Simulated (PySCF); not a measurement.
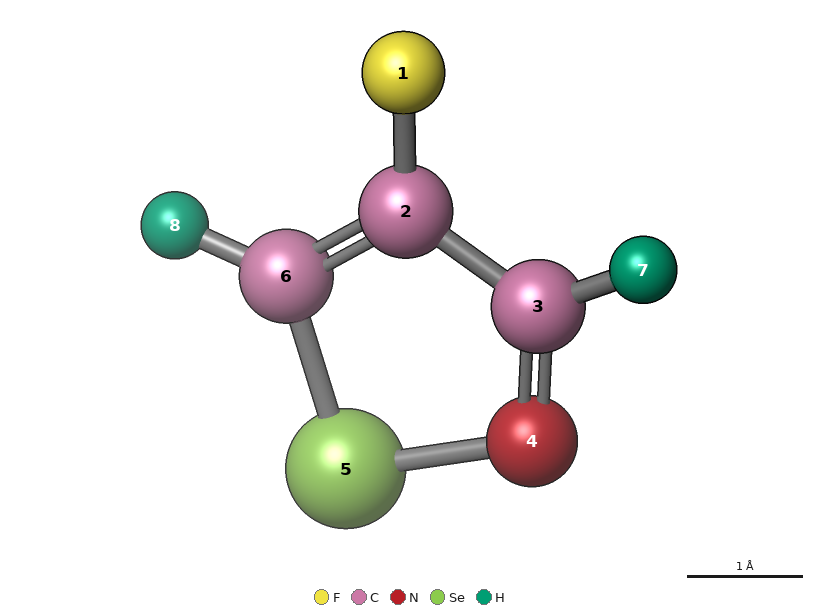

Orthographic view. Atoms fade into the background with distance from the viewer. Computed geometry: PBE0-D3(BJ)/def2-SVP optimisation. No frequency run is at hand to confirm it as a minimum.

Write a MOL file (V2000) with the atoms in numerical order, bonds sorted by atom number with the orders drawn, and coordinates in the frame of the picture: x right, y up, z towards the viewer, origin at the mean position.

```
C3H2FNSe
                    3D

  8  8  0  0  0  0  0  0  0  0999 V2000
   -0.1100    1.8500    0.7800 F   0  0  0  0  0  0  0  0  0  0  0  0
   -0.0900    0.6400    0.2500 C   0  0  0  0  0  0  0  0  0  0  0  0
    1.0700   -0.2000    0.3300 C   0  0  0  0  0  0  0  0  0  0  0  0
    1.0100   -1.3800   -0.2200 N   0  0  0  0  0  0  0  0  0  0  0  0
   -0.6200   -1.6200   -0.9600 Se  0  0  0  0  0  2  0  0  0  0  0  0
   -1.1400    0.0700   -0.4200 C   0  0  0  0  0  0  0  0  0  0  0  0
    1.9900    0.1200    0.8300 H   0  0  0  0  0  0  0  0  0  0  0  0
   -2.1100    0.5100   -0.6000 H   0  0  0  0  0  0  0  0  0  0  0  0
  1  2  1  0
  2  3  1  0
  2  6  2  0
  3  4  2  0
  3  7  1  0
  4  5  1  0
  5  6  1  0
  6  8  1  0
M  END
```
